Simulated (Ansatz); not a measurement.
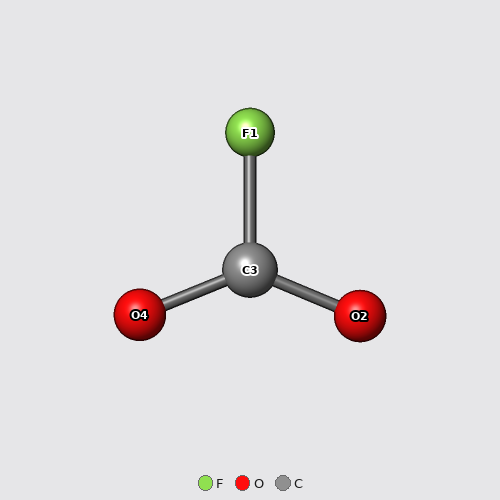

The system is CFO2, charge −1; the picture shows the reference structure. The turn is about an axis along (−0.53, 0.85, 0.01) in the frame of the relaxed pair, normal to the line between the partners. First axis: distance C3···F1. Second axis: turn of F1 about C3. Grid: 15 × 15 points; 108 points were computed and 93 follow by symmetry. At 24 points there is no value (left out of the scan, as a rule where atoms come close). Energies: kcal/mol, counted from the ion and the molecule far apart, frozen as in the relaxed pair, each in its own basis (no counterpoise correction). Energies and slopes of some neighbouring points disagree (a jump in structure or state, or too coarse a mesh). Level of theory: RHF/def2-TZVPD in Ansatz.

Its coordinates:

| atom | x (Å) | y (Å) | z (Å) |
| --- | --- | --- | --- |
| F | -0.0908 | -0.0476 | -1.2749 |
| O | -0.9011 | -0.5662 | 0.6676 |
| C | 0.0084 | 0.0044 | 0.1179 |
| O | 0.9836 | 0.6094 | 0.4895 |

Range: distance C3···F1 from 1.174 to 3.174 Å; turn of F1 about C3 from −90.0 to 90.0°.

Q: What landscape does the calculation give?

A: The lowest grid point is at distance C3···F1 = 1.405 Å, turn of F1 about C3 = 0.0°, −86 kcal/mol from the ion and the molecule far apart, frozen as in the relaxed pair, each in its own basis (no counterpoise correction). The highest grid point, distance C3···F1 = 1.174 Å, turn of F1 about C3 = −64.3°, lies 666 kcal/mol above the lowest.

```tsv
turn of F1 about C3 ↓, distance C3···F1 →	1.174	1.223	1.305	1.405	1.520	1.647	1.784	1.932	2.087	2.251	2.422	2.601	2.785	2.977	3.174
90.0	–	–	–	–	–	–	–	345	189	135	127	106	64	35	19
77.1	–	–	–	–	–	343	204	130	103	95	79	52	30	17	9
64.3	580	525	436	337	245	177	135	110	87	60	36	20	10	4	1
51.4	372	347	310	267	209	148	98	60	33	16	6	0	−3	−5	−5
38.6	168	139	101	68	42	22	7	−3	−9	−12	−13	−13	−12	−11	−10
25.7	23	5	−16	−30	−37	−39	−38	−36	−32	−29	−25	−22	−19	−16	−14
12.9	−41	−55	−68	−74	−72	−67	−60	−52	−44	−38	−32	−27	−23	−19	−16
0.0	−60	−72	−83	−86	−83	−75	−66	−57	−48	−40	−34	−28	−24	−20	−17
−12.9	−41	−55	−68	−74	−72	−67	−60	−52	−44	−38	−32	−27	−23	−19	−16
−25.7	23	5	−16	−30	−37	−39	−38	−36	−32	−29	−25	−22	−19	−16	−14
−38.6	168	139	101	68	42	22	7	−3	−9	−12	−13	−13	−12	−11	−10
−51.4	372	347	310	267	209	148	98	60	33	16	6	0	−3	−5	−5
−64.3	580	525	436	337	245	177	135	110	87	60	36	20	10	4	1
−77.1	–	–	–	–	–	343	204	130	103	95	79	52	30	17	9
−90.0	–	–	–	–	–	–	–	345	189	135	127	106	64	35	19
```

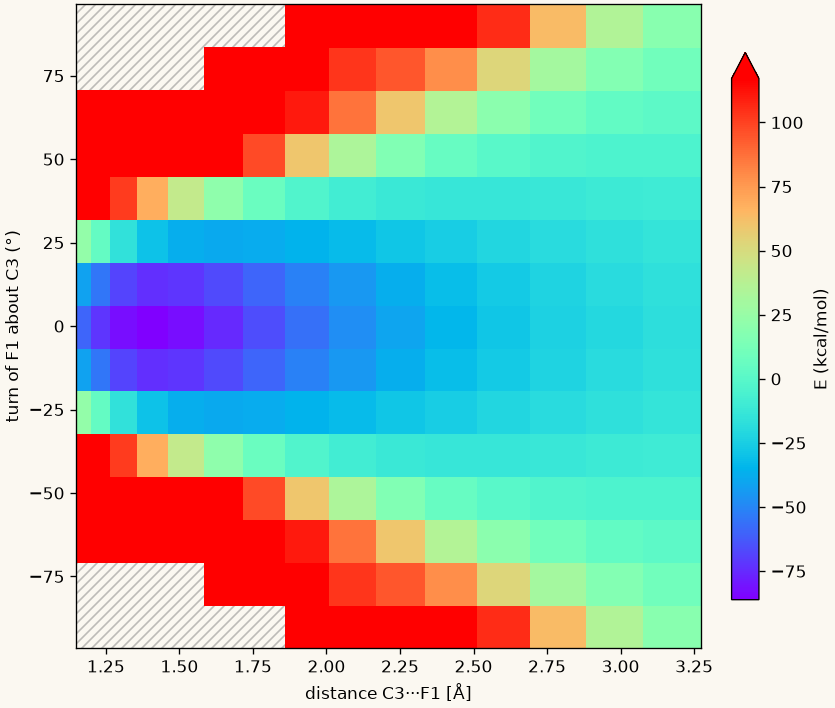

The picture shows one coloured cell a grid point, one colour for all values above the top of the scale, hatched blanks where no value was computed.

The whole map (108 points run) took 5 min on 1 thread of Arm Neoverse V2, with other jobs on the host.
